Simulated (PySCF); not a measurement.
**C₄H₁₀NOSi (doublet): density, localisation and related maps**

```xyz
17

C     2.4292   -0.1681    0.8549
C     1.3133    0.7599    0.3847
C     0.1529    0.8674    1.3022
Si   -0.8735    0.1297   -0.0691
C    -1.6210   -1.5979    0.1489
N    -2.0002    1.0366   -1.0005
O     0.6434    0.2358   -0.7666
H     2.9151    0.2524    1.7316
H     3.1598   -0.2936    0.0605
H     2.0088   -1.1392    1.1030
H     1.7482    1.7334    0.1140
H     0.2084    1.1190    2.3446
H    -2.5477   -1.5396    0.7079
H    -0.9543   -2.2723    0.6739
H    -1.8434   -2.0296   -0.8200
H    -1.7625    1.9615   -1.3185
H    -2.9835    0.9566   -0.8120
```

Geometry: GFN2-xTB.

Theory: UKS B3LYP, pcH-1 on C H N O Si, non-relativistic, mean-field spin-orbit, GIAO (PySCF 2.14.0, density-fitted response routines).

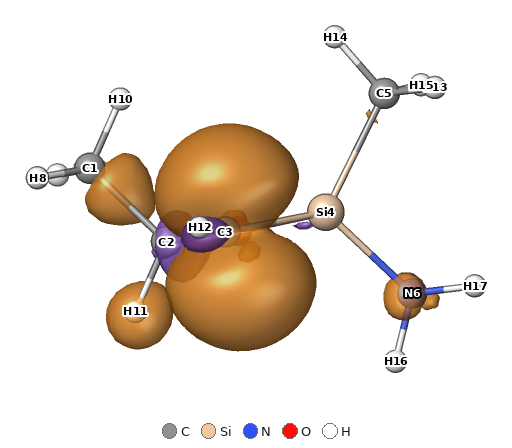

Figure 1. Isosurfaces of the spin density (α minus β) at +0.02 (orange) and −0.02 e/Å³ (purple), seen across its widest extent.

Describe the spin distribution.

The unpaired spin (1 electron) lies mostly on C3 (about 0.6), Si4 (about 0.1) and C2 (about 0.1), in electrons by Hirshfeld's partition.

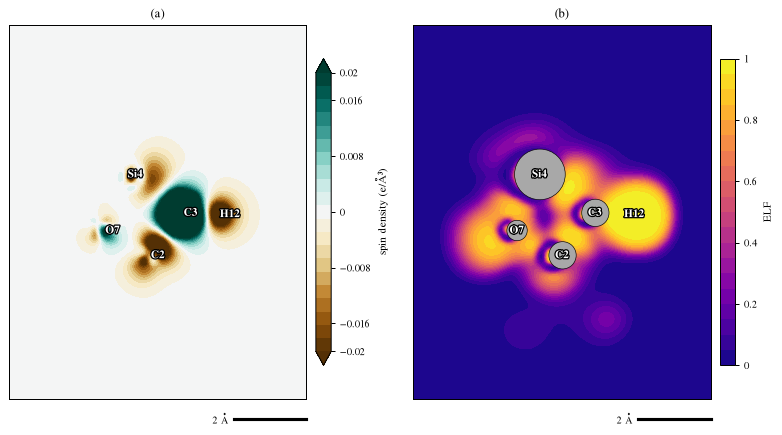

Figure 2. (a) spin density; (b) ELF on the plane of atoms C2, O7 and Si4. Grey discs cover the atomic cores in the ELF map.

What does the map show?

The plane passes through C, Si, O and H nuclei.
C–O (1.43 Å): the ELF peaks at about 0.85 between the atoms; a shared but strongly polarised pair.
C–C (1.48 Å): the ELF peaks at about 0.95 between the atoms, as expected for a shared electron pair.
Si–O (1.67 Å): the ELF peaks at about 0.80 between the atoms: a shared but strongly polarised pair.
C–Si (1.87 Å): the ELF peaks at about 0.95 between the atoms; a shared electron pair.
The ELF also peaks beside O7, away from the bonds: non-bonding electrons, paired or unpaired.

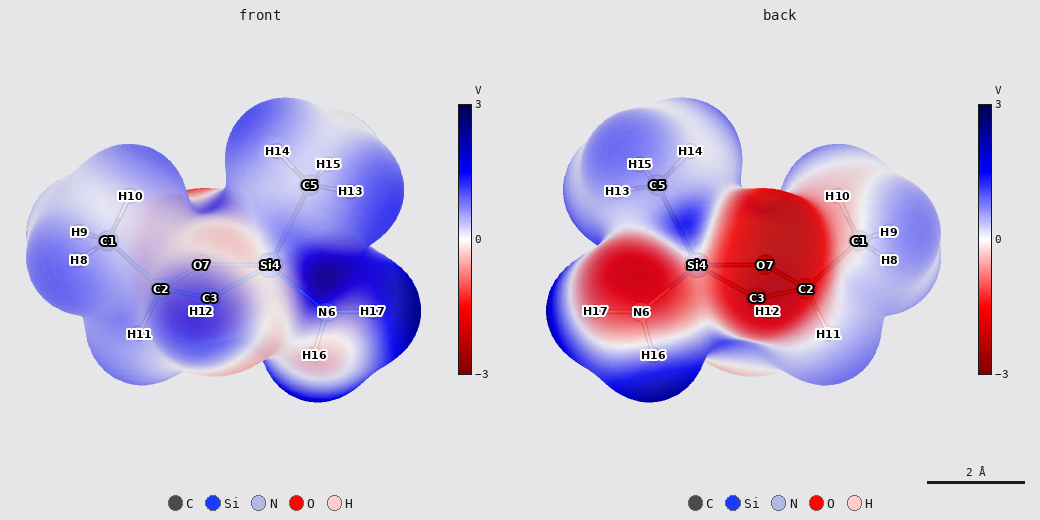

Figure 3. The molecular electrostatic potential painted on the density surface at 0.004 e/bohr³, seen from the front and from behind; the colour scale runs from red (negative) to blue (positive).

Describe the electrostatic potential map.

The most negative region (about −2.2 V, or −51 kcal/mol for a unit charge) lies over O7, the most positive (about +2.3 V, or +53 kcal/mol for a unit charge) over H16 and H17. O7 is the likeliest acceptor of a hydrogen bond.
